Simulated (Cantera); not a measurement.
Charge: 1 mol Ti, 1.2 mol C3H8, 16 mol H2, equilibrated at 0.00190 bar.

Cantera equilibrium calculation (NASA polynomials, part measured and part estimated; ideal gas, pure solids and liquids). Candidate condensed phases: C, C6H6, C7H8, C8H18, Ti, TiC; 77 gas species. TiC: taken at fixed stoichiometry. Rates play no part.

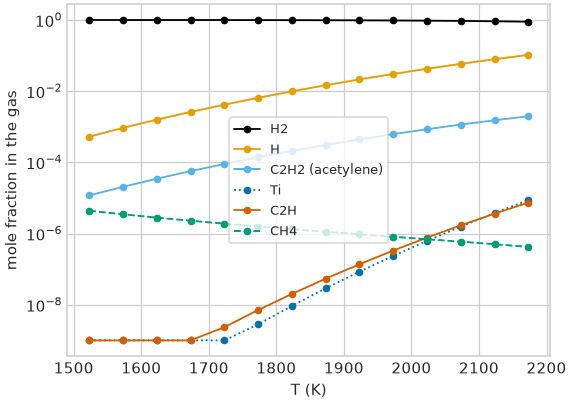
*Equilibrium gas composition (values under 1e-9 drawn at 1e-9)*

Q: Read off the mole fractions at 2123 K.

A: H2 about 0.92, H about 0.079, C2H2 (acetylene) about 0.0015, Ti about 3.8e-6, C2H about 3.6e-6, CH4 about 5.0e-7.
